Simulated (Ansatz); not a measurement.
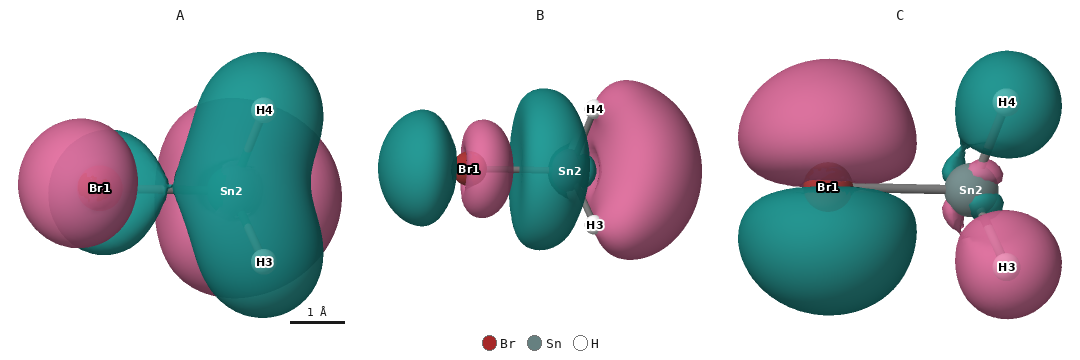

BrH$_{2}$Sn (SMILES [Br][SnH2]) (doublet). Three frontier orbitals at ±0.06 Å⁻³ᐟ² (teal and pink are the two phases), in no order.

Geometry: PBE0-D4/def2-TZVP; core potentials replace the inner electrons of Sn.

Computed with UKS PBE0-D4/def2-TZVPP (Ansatz).

The calculation's input:

```
crystal:
  periodic: [false, false, false]
  atoms:
    - {symbol: Br, position_ang: [-1.974165, 0.426283, -0.670942]}
    - {symbol: Sn, position_ang: [0.423135, -0.192178, -0.379569]}
    - {symbol: H, position_ang: [0.426711, -1.499416, 0.743066]}
    - {symbol: H, position_ang: [1.179820, 1.205010, 0.287145]}
basis:
  gaussian: {orbitals: def2-TZVPP}
magnetization: {spin_polarized: true, initial_magnetization: 1}
hamiltonian: {xc: pbe0, dispersion: d4}
output: {orbitals: {seedname: orbitals}}
```

Command:

```sh
ansatz run in.yaml --threads 2 --pin off --events-out ev --progress --plain --max-ram 32768MiB --backend cpu
```

### Order the three orbitals by energy and name them. All are α orbitals.

C is the HOMO−1 (α) (−8.24 eV). It lies mainly on Br1 (about 85 %) and Sn2 (about 10 %); largely a lone pair of Br1. A is the HOMO (α) (−6.58 eV). By Hirshfeld shares it lies mainly on Sn2 (about 65 %), Br1 (about 20 %), H3 (about 10 %) and H4 (about 10 %). B is the LUMO (α) (−1.12 eV). It lies mainly on Sn2 (about 65 %) and Br1 (about 30 %).

### What is the gap between the highest occupied and lowest empty α orbitals?

5.46 eV between the orbital energies.
